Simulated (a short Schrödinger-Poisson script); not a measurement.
System: symmetric double-gate stack, Al2O3 on p-type Si(100), at 400 K.

| layer | material | thickness (nm) | Na (cm⁻³) |
|---|---|---|---|
| 1 | Al2O3 | 4.7 | - |
| 2 | Si | 4 | 4e15 |
| 3 | Al2O3 | 4.7 | - |

The device is made up for the run: typed textbook-type constants, with dimensions and the other settings drawn at random. Al2O3: permittivity 9, conduction-band edge (eV) 2.7, gap (eV) 6.8, electron mass (mₑ) 0.3. Si: permittivity 11.7, conduction-band edge (eV) 0, gap (eV) 1.124, Nv at 300 K (cm⁻³) 3.1e19.

Channel valleys (confinement mass, in-plane density-of-states mass, number): Δ2 0.916, 0.19, 2; Δ4 0.19, 0.417, 4. At the gates, both at one voltage, the conduction-band edge of layer 1 lies 2.95 eV − eVg above the Fermi level of the channel. Gaps are held at their typed values at every temperature. Mesh 0.03 nm at interfaces.

From a short Schrödinger-Poisson script (our own, NumPy): 1D Poisson equation in equilibrium, electrons quantum, Hartree (BenDaniel-Duke, 12 states a valley, the channel's in-plane mass for all, wave functions ending at the dielectric), parabolic valleys, classical holes, full ionisation, no traps, pinning or gate leakage.

Only gate voltages with over 1e8 electrons/cm² are shown.

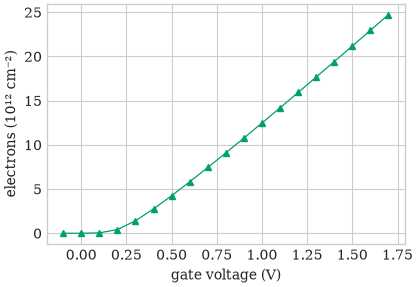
Figure. Sheet density against gate voltage

| Vg (V) | electrons (cm⁻²) | C (μF/cm²) | Δ2 E0 (meV) | Δ2 E1 (meV) | Δ4 E0 (meV) | Δ4 E1 (meV) |
|---|---|---|---|---|---|---|
| -0.1 | 1.38e8 | < 0.003 | 375.8 | 452.7 | 473.8 | 844.7 |
| 0 | 2.50e9 | 0.0117 | 275.9 | 352.8 | 373.9 | 744.9 |
| 0.1 | 4.25e10 | 0.187 | 178.1 | 255.0 | 276.2 | 647.0 |
| 0.2 | 4.15e11 | 1.14 | 99.0 | 175.2 | 197.1 | 567.2 |
| 0.3 | 1.42e12 | 1.96 | 55.2 | 129.5 | 153.2 | 521.6 |
| 0.4 | 2.76e12 | 2.30 | 30.2 | 102.2 | 128.4 | 494.3 |
| 0.5 | 4.25e12 | 2.46 | 13.3 | 82.7 | 111.6 | 475.0 |
| 0.6 | 5.82e12 | 2.56 | 0.5 | 67.3 | 99.0 | 459.7 |
| 0.7 | 7.44e12 | 2.62 | -9.8 | 54.4 | 88.9 | 447.1 |
| 0.8 | 9.09e12 | 2.67 | -18.6 | 43.2 | 80.5 | 436.1 |
| 0.9 | 1.08e13 | 2.71 | -26.1 | 33.3 | 73.3 | 426.5 |
| 1 | 1.25e13 | 2.74 | -32.8 | 24.2 | 67.1 | 417.8 |
| 1.1 | 1.42e13 | 2.76 | -38.9 | 16.0 | 61.5 | 409.9 |
| 1.2 | 1.59e13 | 2.78 | -44.4 | 8.3 | 56.5 | 402.6 |
| 1.3 | 1.77e13 | 2.80 | -49.6 | 1.0 | 52.0 | 395.9 |
| 1.4 | 1.94e13 | 2.82 | -54.4 | -5.8 | 47.9 | 389.6 |
| 1.5 | 2.12e13 | 2.83 | -58.9 | -12.2 | 44.1 | 383.7 |
| 1.6 | 2.30e13 | 2.84 | -63.2 | -18.4 | 40.6 | 378.1 |
| 1.7 | 2.47e13 | 2.86 | -67.3 | -24.3 | 37.3 | 372.8 |

Subbands count from the Fermi level. The capacitance is that of both gates.
